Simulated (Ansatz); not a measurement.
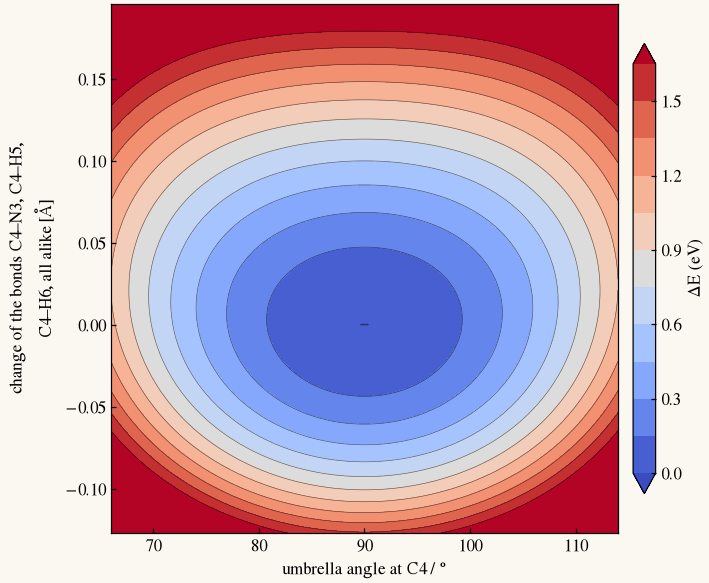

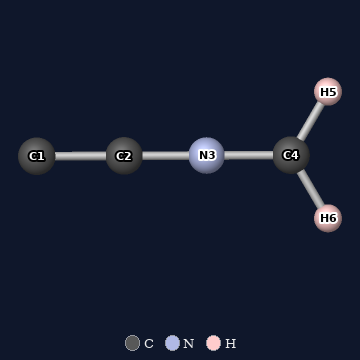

Energy landscape of C3H2N, spin multiplicity 2. First axis: umbrella angle at C4 (between each of its bonds and their common axis; 90 is planar). Second axis: change of the bonds C4–N3, C4–H5, C4–H6, all alike. Nothing is relaxed (all other coordinates rigid). Grid: 11 × 11 points; 66 points were computed and 55 follow by symmetry. Points are written as (first, second). Energies are in eV, from the lowest grid point. The calculation used UKS r2SCAN-D4/def2-SVP in Ansatz 0.2.0.

The picture shows filled contours, one colour for all values above the top of the scale. Between grid points the surface is interpolated. The second picture is the structure at the lowest point.

Question: Where are the wells?

Answer: The lowest grid point is at (90.0°, 0.002 Å). It is the only kind of minimum in the scanned range. The highest grid point, (66.0°, −0.127 Å), lies 3.04 eV above the lowest. Round the minimum the two coordinates are nearly uncoupled.

The whole map (66 points run) took 9 min on 1 thread of Arm Neoverse V2, with other jobs on the host.
